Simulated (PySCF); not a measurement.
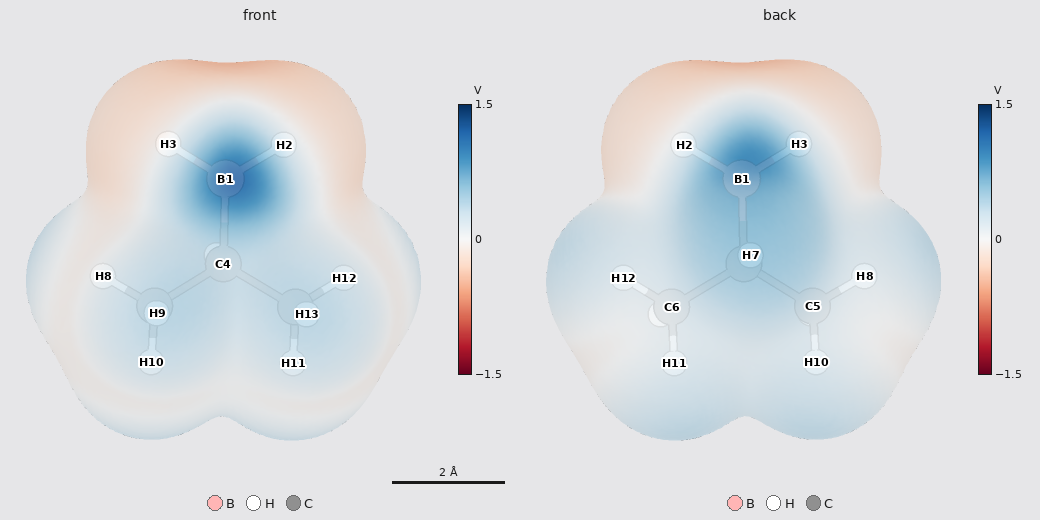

Figure. C$_{3}$H$_{9}$B (SMILES [H]B([H])C(C)C). The electrostatic potential painted on the density surface at 0.001 e/bohr³, seen from the front and from behind; red is negative and blue positive.

Geometry: PBE0-D3(BJ)/def2-SVP.

Method: PySCF 2.14.0, PBE0/pcSseg-1, SCF density, gas phase, non-relativistic.

```json
{"atom": "B", "x (Å)": "1.1760", "y (Å)": "1.1312", "z (Å)": "-0.0635"}
{"atom": "H", "x (Å)": "1.7659", "y (Å)": "1.4678", "z (Å)": "0.9406"}
{"atom": "H", "x (Å)": "1.4259", "y (Å)": "1.7015", "z (Å)": "-1.1037"}
{"atom": "C", "x (Å)": "0.2426", "y (Å)": "-0.1075", "z (Å)": "-0.0493"}
{"atom": "C", "x (Å)": "-0.7521", "y (Å)": "-0.2428", "z (Å)": "-1.1983"}
{"atom": "C", "x (Å)": "-0.3454", "y (Å)": "-0.5196", "z (Å)": "1.2971"}
{"atom": "H", "x (Å)": "1.1039", "y (Å)": "-0.8029", "z (Å)": "-0.2664"}
{"atom": "H", "x (Å)": "-0.2870", "y (Å)": "-0.0206", "z (Å)": "-2.1701"}
{"atom": "H", "x (Å)": "-1.5909", "y (Å)": "0.4601", "z (Å)": "-1.0669"}
{"atom": "H", "x (Å)": "-1.1840", "y (Å)": "-1.2556", "z (Å)": "-1.2486"}
{"atom": "H", "x (Å)": "-0.7745", "y (Å)": "-1.5344", "z (Å)": "1.2639"}
{"atom": "H", "x (Å)": "0.4085", "y (Å)": "-0.4943", "z (Å)": "2.0980"}
{"atom": "H", "x (Å)": "-1.1582", "y (Å)": "0.1651", "z (Å)": "1.5892"}
```

Q: Which sites attract a positive test charge, and which a negative one?

A: A positive charge is drawn to the negative regions and a negative charge to the positive ones. The most negative region (about −0.4 V, or −9 kcal/mol for a unit charge) lies over H2, the most positive (about +1.0 V, or +23 kcal/mol for a unit charge) over B1.

Q: How polar is the molecule by this calculation?

A: Its dipole moment is 0.67 D.
